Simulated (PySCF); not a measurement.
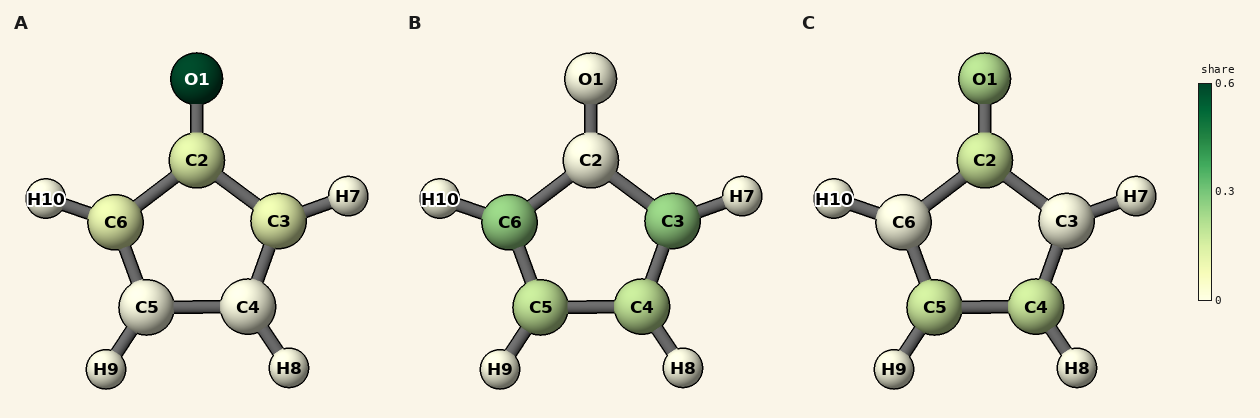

Each panel colours the atoms by their Löwdin share in one orbital (up to four of the largest shares; other atoms are shown as zero). The computed structure is the end point of a PBE0-D3(BJ)/def2-SVP optimisation. No frequency run is at hand to confirm it as a minimum. Computed with LC-wPBE/def2-SVPD (PySCF 2.14.0).

**The panels show the HOMO−1, HOMO, LUMO, in some order. Which is which?**

A: HOMO−1, −10.47 eV; O1 0.59, C2 0.13, C6 0.11, C3 0.11
B: HOMO, −9.94 eV; C6 0.26, C3 0.26, C5 0.18, C4 0.18
C: LUMO, −0.71 eV; O1 0.20, C5 0.17, C4 0.17, C2 0.16
